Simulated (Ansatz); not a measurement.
# UCCSD/STO-3G run of [S2]−

Aim: the energy change on altering one bond length of [S2]− at UCCSD/STO-3G, from 2 runs. 

The calculation is run with Ansatz 0.2.0.

31 further runs of the same task are left out: 28 that didn't finish, 3 set aside as unsound or not needed.

### 1 The structure to begin with

[S2]−: 2 atoms, total charge -1, spin state doublet. The shape is that of a GFN2-xTB optimisation.

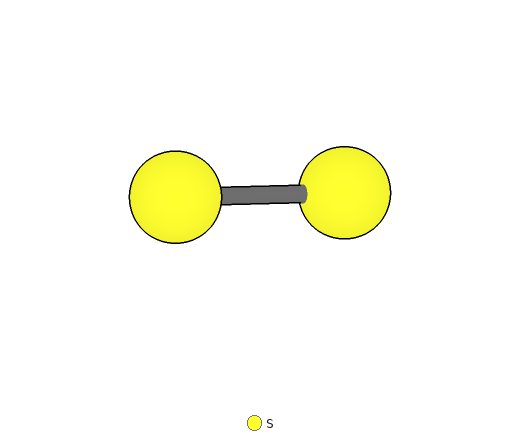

The structure, seen from a chosen angle (sulfur yellow).

### 2 The energy at UCCSD/STO-3G

The input, run.yaml:

```yaml
crystal:
  periodic: [false, false, false]
  atoms:
    - {symbol: S, position_ang: [0.678550, -0.576410, -0.430000]}
    - {symbol: S, position_ang: [-0.678550, 0.576410, 0.430000]}
basis:
  gaussian:
    orbitals: STO-3G
total_charge: -1
magnetization:
  spin_polarized: true
  initial_magnetization: 1
correlation:
  method: ccsd
  frozen_orbitals: {S: 5}
accuracy: high
scf:
  omitted_lower_state_checks: [cluster_reference, increment]
```

Launch:

```console
$ ansatz run run.yaml --threads 1 --pin off --max-ram 2610MiB --events-out events.jsonl --progress --plain --runs-dir runs
```

Output (excerpt; [...] marks lines left out):

```text
Warning: RAYON_NUM_THREADS=1 ignored (pool sized by the plan → 1); use --threads N
Functional definition: HF
  name "HF"
[...]
297 factors; integrals over basis functions are off by at most 9.5e-9 eV
[...]
mean field -21392.00621077 eV, -786.1417282231 hartree, gradient 3.0e-9 eV, S^2 0.750728; 4 other end points of the search recorded, 0 dependent functions left out
10 core orbitals not correlated: weight in the atoms' cores, before any rotation towards them, 1.000 or more for the frozen orbitals, at most 0.000 for the correlated occupied ones
reference -21392.00621077 eV, -786.1417282231 hartree; 7, 6 occupied and 1, 2 virtual orbitals, 297 factors
second order -0.88752944 eV of doubles, -0.00000000 eV of singles
cycle   1  -1.04135419 eV  change   -2.5e-1 eV  update   4.7e-2
[...]
cycle  16  -1.16557702 eV  change    1.2e-9 eV  update  7.0e-10
WARN: these amplitudes may be one of several solutions (largest doubles amplitude 0.13, level shift 2.20 eV)
Total energy: -21393.17178779 eV, -786.1845623887 hartree
Checks for a lower state left out: cluster_reference, increment
```

Run time: 0.18 s. Hardware: 1 thread of Arm Neoverse V1, shared host.

### 3 The distorted shape at the same level

The input, in.yaml:

```yaml
crystal:
  periodic: [false, false, false]
  atoms:
    - symbol: S
      position_ang: [1.017815, -0.864607, -0.644994]
    - symbol: S
      position_ang: [-0.678550, 0.576410, 0.430000]
basis:
  gaussian:
    orbitals: STO-3G
total_charge: -1
magnetization:
  spin_polarized: true
  initial_magnetization: 1
correlation:
  method: ccsd
  frozen_orbitals: {S: 5}
accuracy: high
scf:
  omitted_lower_state_checks: [cluster_reference, increment]
```

Launch:

```console
$ ansatz run in.yaml --threads 1 --pin off --max-ram 2610MiB --events-out events.jsonl --progress --plain --runs-dir runs
```

Output (excerpt; [...] marks lines left out):

```text
Warning: RAYON_NUM_THREADS=1 ignored (pool sized by the plan → 1); use --threads N
[... 2 set-up lines as earlier in the session ...]
[...]
287 factors; integrals over basis functions are off by at most 8.3e-9 eV
[...]
mean field -21390.49443581 eV, -786.0861715182 hartree, gradient 8.0e-9 eV, S^2 0.914715; 19 other end points of the search recorded, 0 dependent functions left out
10 core orbitals not correlated: weight in the atoms' cores, before any rotation towards them, 1.000 or more for the frozen orbitals, at most 0.000 for the correlated occupied ones
reference -21390.49443581 eV, -786.0861715182 hartree; 7, 6 occupied and 1, 2 virtual orbitals, 287 factors
second order -0.45260621 eV of doubles, -0.00000000 eV of singles
cycle   1  -0.61137812 eV  change   -1.6e-1 eV  update   6.8e-2
[...]
cycle  30  -1.31547958 eV  change   1.4e-10 eV  update  2.5e-10
Total energy: -21391.80991539 eV, -786.1345145011 hartree
Checks for a lower state left out: cluster_reference, increment
```

Run time: 0.52 s. Hardware: 1 thread of Arm Neoverse V1, shared host.

### 4 Results

Level: UCCSD/STO-3G, 10 core orbitals frozen.

```
                                                         quantity          value
                                        first shape: total energy  -786.18456 Eh
        first shape: correlation energy (10 core orbitals frozen)      -42.8 mEh
                   first shape: ⟨S²⟩ of the reference determinant          0.751
                                       first shape: T1 diagnostic          0.004
                                    distorted shape: total energy  -786.13451 Eh
    distorted shape: correlation energy (10 core orbitals frozen)      -48.3 mEh
               distorted shape: ⟨S²⟩ of the reference determinant          0.915
                                   distorted shape: T1 diagnostic          0.125
energy change with the S1–S2 bond stretched from 1.977 to 2.472 Å       1.362 eV
```

With the S1–S2 bond stretched from 1.977 to 2.472 Å the energy rises by 1.36 eV (31 kcal/mol). The first shape isn't relaxed at this level, so the change isn't measured from a minimum. The minimal basis adds a large error of its own. ⟨S²⟩ (distorted shape) is 0.91 where a pure doublet has 0.75: the reference is spin-contaminated. The T1 diagnostic (distorted shape) of 0.125 is above the customary mark for such species, so a single reference may not serve.
